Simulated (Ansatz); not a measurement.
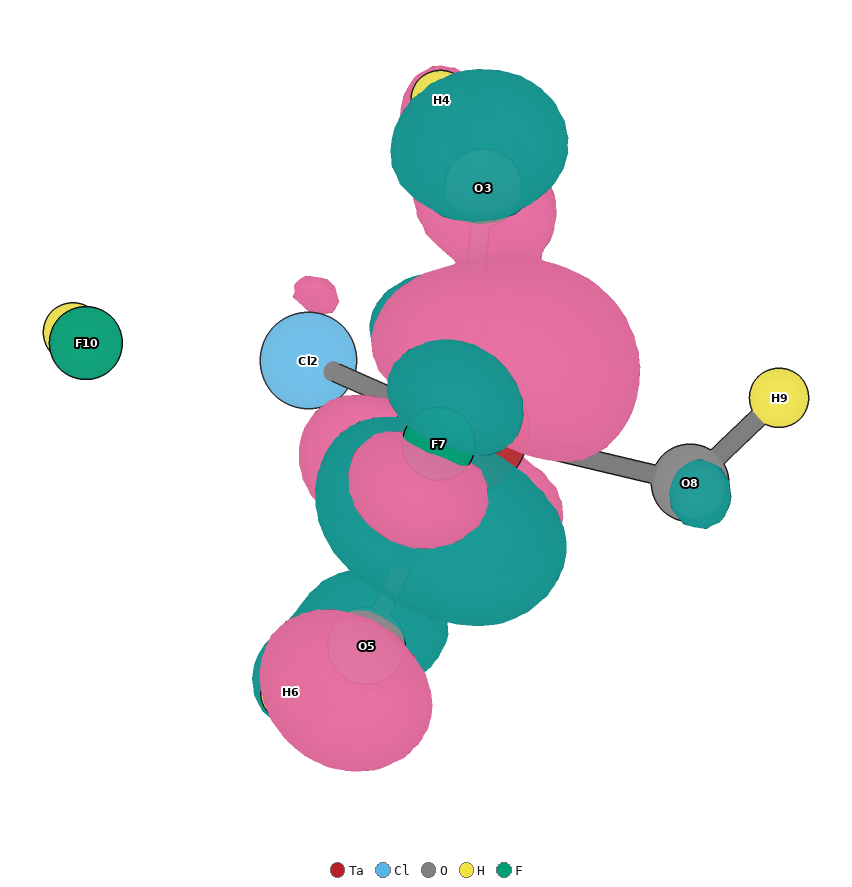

*ClFH3O3Ta···HF. One frontier orbital at ±0.1 Å⁻³ᐟ² (teal and pink are the two phases), seen across its widest extent.*

Core potentials replace the inner electrons of Ta; not at a stationary point (largest force 0.6 eV/Å).

Theory: Ansatz, RKS PBE-D4/def2-SVP.

```xyz
11

Ta   -0.4565   -0.2128    0.1292
Cl    1.9338   -0.8214    0.1982
O    -0.2476   -0.3958    2.0274
H     0.5231   -0.6017    2.5807
O    -0.0157    0.1929   -1.6814
H     0.7972    0.1783   -2.2144
F    -1.6435    1.2409    0.3116
O    -1.5154   -1.7488   -0.1898
H    -1.8741   -2.2936    0.5360
F     1.3382    2.2946    0.6202
H     2.0658    1.7163    0.5379
```

Question: Which orbital is it: HOMO or LUMO?

Answer: The LUMO, at −2.21 eV. It lies mainly on Ta1 (about 65 %), O5 (about 10 %), O3 (about 10 %) and F7 (about 10 %).
